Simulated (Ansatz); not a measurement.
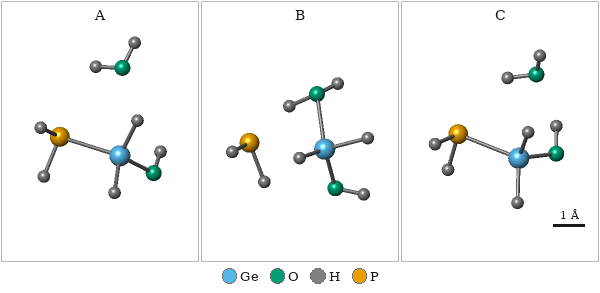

3 geometries from a converged minimum-energy path of GePH7O2, made up at the start of GeH$_{4}$O$_{2}$ and PH$_{3}$, shuffled. The picture is a ball-and-stick view, seen at a tilt.

Theory: RKS r2SCANh-D4/def2-SVP (Ansatz 0.2.0). Settings: 9 movable images; climbing image; force threshold 0.03 eV/Å; iteration limit 60; starting path through a guess of the saddle point.

> One of them is the converged climbing image. Which?

B. In order along the path, whose images run from 0 to 10: B (image 5, +1.83 eV), A (image 8, +0.17 eV), C (image 10, −0.10 eV). Breaking: Ge–O (1.78 → 3.38 Å), H–P (1.43 → 3.78 Å). Forming: Ge–P (4.25 → 2.34 Å), H–O (2.51 → 0.96 Å).

Limits of the set-up: the start holds two separate molecules, 2.3 Å apart at their closest, whose relative position is a soft coordinate.

The run took 11 min on 4 threads of Arm Neoverse V2, with other jobs on the host, peak memory 0.31 GiB.
